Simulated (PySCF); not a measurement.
# C$_{5}$H$_{5}$ClF$_{2}$Si (SMILES FC(F)C1=C(Cl)C=C[SiH2]1): what the fields show

The calculation's input:

```
{"job": {"xc": "WP04", "basis": "pcSseg-1", "solvent": "tetrahydrofuran", "kind": "nmr", "pop": true}, "charge": 0, "multiplicity": 1}
F     -2.276994    -0.952509    -1.361886
C     -2.026614    -0.244163    -0.224881
F     -2.505670    -1.019223     0.788618
C     -0.572458    -0.006645    -0.062823
C      0.011092     1.194431     0.034611
Cl    -0.819966     2.703211    -0.009831
C      1.461215     1.210502     0.189725
C      2.051949     0.011761     0.217757
Si     0.757296    -1.355445     0.039498
H     -2.637878     0.670882    -0.261384
H      1.968521     2.159576     0.271672
H      3.117429    -0.093507     0.328316
H      0.605097    -2.175500     1.237148
H      0.866304    -2.103845    -1.208706
```

Command:

```sh
OMP_NUM_THREADS=1 python ens_run.py task.json out
```

Geometry: GFN2-xTB.

Theory: WP04/pcSseg-1, SCF density, in a tetrahydrofuran solvent model, non-relativistic in PySCF 2.14.0.

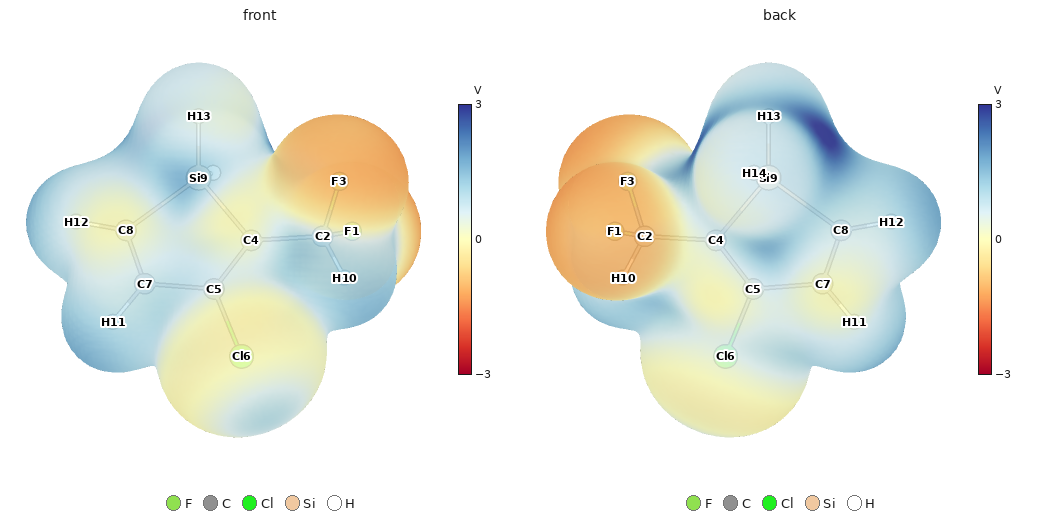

Figure 1. The molecular electrostatic potential painted on the density surface at 0.004 e/bohr³, seen from the front and from behind; red is negative and blue positive.

> Where is the surface potential most negative and most positive?

The most negative region (about −1.3 V) lies over F1 and F3, the most positive (about +2.8 V) over Si9. Cl6 shows a σ-hole: about +1.1 V at the tip opposite its bond, against about +0.1 V on its flanks.

> How polar is the molecule by this calculation?

Its dipole moment is 3.30 D.

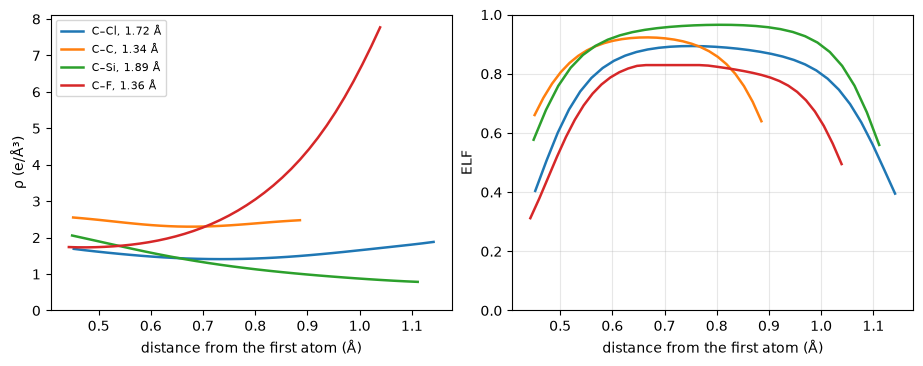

Figure 2. Electron density and ELF along straight lines between neighbouring atoms. The curves leave out the atomic cores.

> Compare the contacts.

C–Cl (1.72 Å): ρ at the midpoint is about 1.5 e/Å³; the ELF peaks at about 0.90 between the atoms; a covalent bond.
C–C (1.34 Å): ρ is about 2.3 e/Å³ halfway; the ELF peaks at about 0.90 between the atoms; a multiple bond.
C–Si (1.89 Å): the density is about 0.93 e/Å³ at the midpoint; the ELF peaks at about 0.95 between the atoms; localised, covalent bonding.
C–F (1.36 Å): ρ is about 2.2 e/Å³ halfway, with its minimum of 1.7 e/Å³ about 0.5 Å from C; the ELF peaks at about 0.85 between the atoms; a shared but strongly polarised pair.
